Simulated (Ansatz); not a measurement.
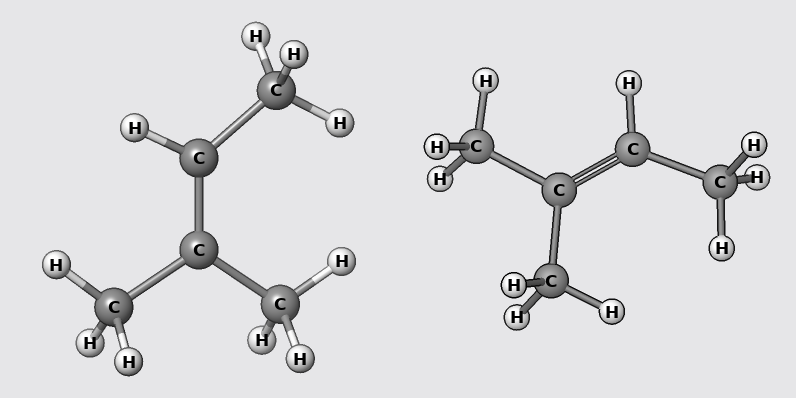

Two views of one molecule.

> Which formula does it have?

C₅H₁₀, 15 atoms: 5 carbon and 10 hydrogen.

> What is the point group of this geometry?

Cs.

> Describe its rings.

It has no ring.

> How many bonds of each kind are drawn?

10 C–H, 4 C–C.

The parts below concern this one geometry. Atoms keep their numbers from picture to picture. Computed geometry: PBE0-D4/def2-TZVP optimisation.

### Levels of theory compared

Program: Ansatz 0.2.0.

Compare HOMO–LUMO gap (eV), HOMO energy (eV) at these levels: BHLYP-D4/def2-TZVPP; HSE06 (plane-wave form)-D4/def2-TZVPP; PBE0-D4/def2-QZVPP; PBE0-D4/def2-SVP; r2SCANh-D4/def2-TZVPP; revPBE-D4/def2-TZVPP; ωB97M-V/def2-QZVPP.

```csv
level,HOMO–LUMO gap (eV),HOMO energy (eV)
BHLYP-D4/def2-TZVPP,9.46,−7.57
HSE06 (plane-wave form)-D4/def2-TZVPP,6.67,−6.21
PBE0-D4/def2-QZVPP,7.36,−6.61
PBE0-D4/def2-SVP,7.57,−6.55
r2SCANh-D4/def2-TZVPP,6.55,−6.09
revPBE-D4/def2-TZVPP,5.35,−5.46
ωB97M-V/def2-QZVPP,10.66,−8.82
```

### Charges

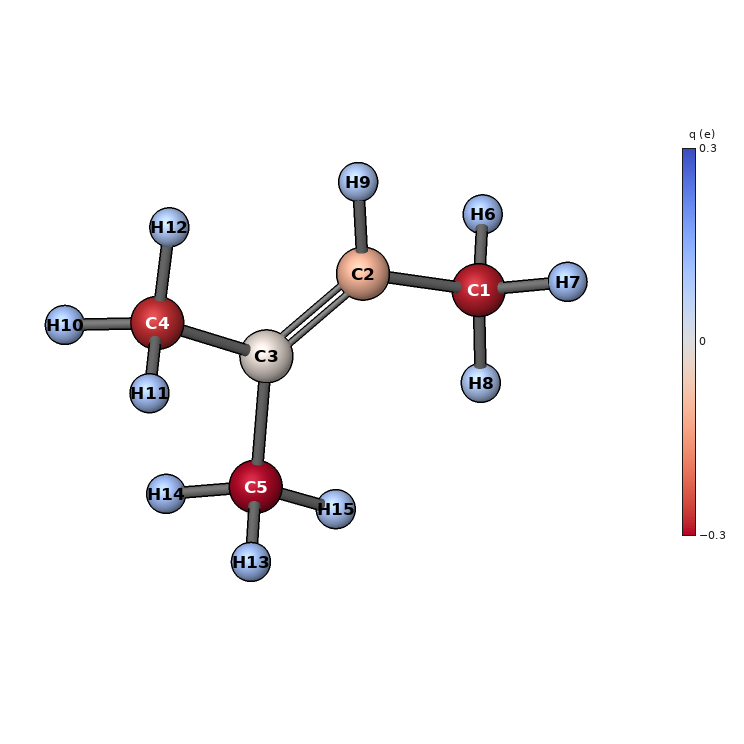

Atoms are coloured by their Mulliken charges. Properties computed with RKS ωB97M-V/def2-TZVPP (Ansatz 0.2.0).

> Which atom carries the highest charge (most positive or least negative)?

H13, H14 (0.11 e).

> And the lowest?

C5 (−0.30 e).

List the Mulliken charges.

```csv
atom,value (e)
C1,−0.28
C2,−0.11
C3,−0.02
C4,−0.28
C5,−0.30
H6,0.10
H7,0.10
H8,0.08
H9,0.09
H10,0.10
H11,0.10
H12,0.09
H13,0.11
H14,0.11
H15,0.09
```

### Thermal motion

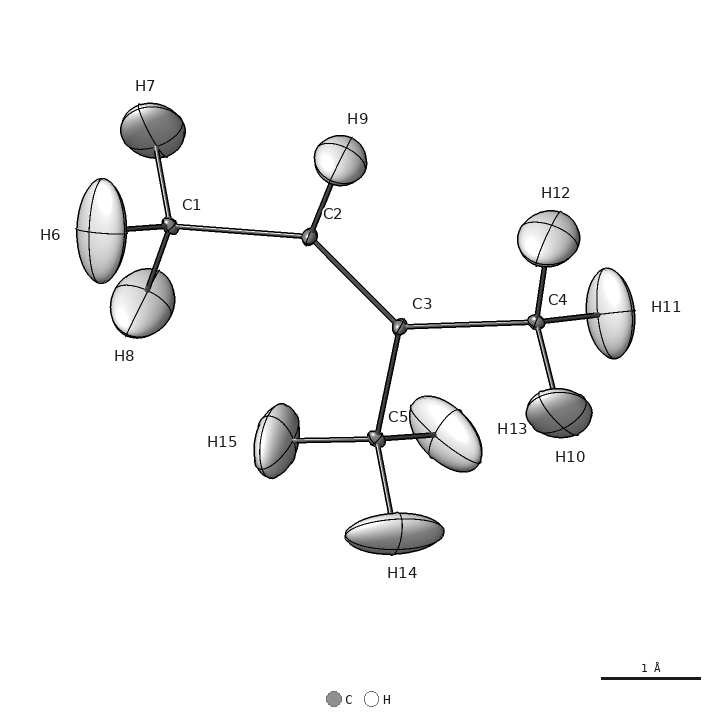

Displacement ellipsoids at the 50 % level, enlarged 1.5 times, from the internal vibrations of the free molecule (harmonic, no overall translation or rotation; no half-axis is drawn under 0.075 Å). Vibrations computed with RKS PBE0-D4/def2-TZVP (Ansatz 0.2.0). Temperature: 0 K (zero-point motion alone).

> Which atom has the largest mean-square displacement?

H8, with U_eq = 0.0260 Å².

> Does H8 move more along its bond or across it?

Across it: the root-mean-square amplitude is 0.078 Å along the bond and up to 0.232 Å across, since bending and torsion are softer than stretching.

Give the displacement parameters, one line for each set of equivalent atoms.

| atom | U_eq (Å²) | rms amplitudes (Å) |
| --- | --- | --- |
| C1 | 0.0014 | 0.033, 0.035, 0.043 |
| C2 | 0.0016 | 0.031, 0.038, 0.051 |
| C3 | 0.0015 | 0.032, 0.035, 0.048 |
| C4 | 0.0013 | 0.033, 0.036, 0.039 |
| C5 | 0.0013 | 0.028, 0.036, 0.044 |
| H6, H7 | 0.0256 | 0.080, 0.135, 0.228 |
| H8 | 0.0260 | 0.078, 0.134, 0.232 |
| H9 | 0.0139 | 0.079, 0.116, 0.148 |
| H10, H11 | 0.0209 | 0.078, 0.133, 0.198 |
| H12 | 0.0188 | 0.078, 0.132, 0.181 |
| H13, H14 | 0.0240 | 0.078, 0.129, 0.222 |
| H15 | 0.0229 | 0.079, 0.133, 0.212 |

Mulliken values depend strongly on the basis set and can even reverse the polarity of a bond.
